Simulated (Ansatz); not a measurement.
# GeH2Cl (SMILES [Cl][GeH2]): methods side by side

The species is GeH2Cl (4 atoms), meant as a doublet with charge 0. SMILES: `[Cl][GeH2]`. The shape was relaxed beforehand at B3LYP/def2-SVP.

```xyz
4

Cl   -1.5852    0.3107    1.0079
Ge    0.1061   -0.4636   -0.1434
H     0.0842    0.2631   -1.5204
H     1.3948   -0.1102    0.6560
```

Quantity: the dissociation energy of the H3–Ge2 bond into doublet H and singlet GeHCl (shapes relaxed at B3LYP/def2-SVP, no zero-point term), in eV. The values are calculated.

```csv
level,kind,program,value (eV),CPU time (all runs)
UHF/def2-TZVPP,Hartree–Fock,Ansatz,2.05,7.4 s
USVWN5/def2-TZVPP,LDA,Ansatz,2.48,3.7 s
UPBE/def2-TZVPP,GGA,Ansatz,2.15,6.3 s
U-r2SCAN/def2-TZVPP,meta-GGA,Ansatz,2.40,12 s
UB3LYP/def2-TZVPP,global hybrid,Ansatz,2.17,10 s
U-wB97M-V/def2-TZVPP,range-separated hybrid,Ansatz,2.21,22 s
UCAM-B3LYP/def2-TZVPP,range-separated hybrid,Ansatz,2.27,11 s
UB2PLYP/def2-TZVPP,double hybrid,Ansatz,2.22,16 s
RPA@PBE/def2-TZVPP,RPA,Ansatz,2.21,13 s
```

All-electron rows without a relativistic Hamiltonian named are non-relativistic. The values span 2.05 to 2.48 eV. A fragment with an even electron count was run as a singlet and may have a lower triplet. Measured bond enthalpies also hold zero-point and thermal terms, a few tenths of an eV less. Times are those of the runs behind each value, whatever else they computed, on shared processors of several kinds: orders of magnitude only.

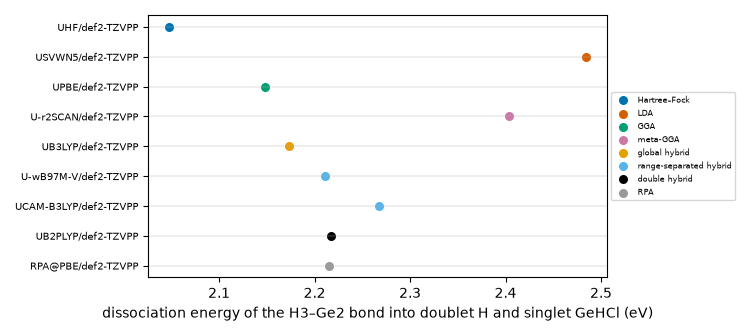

The values of the table, level by level.
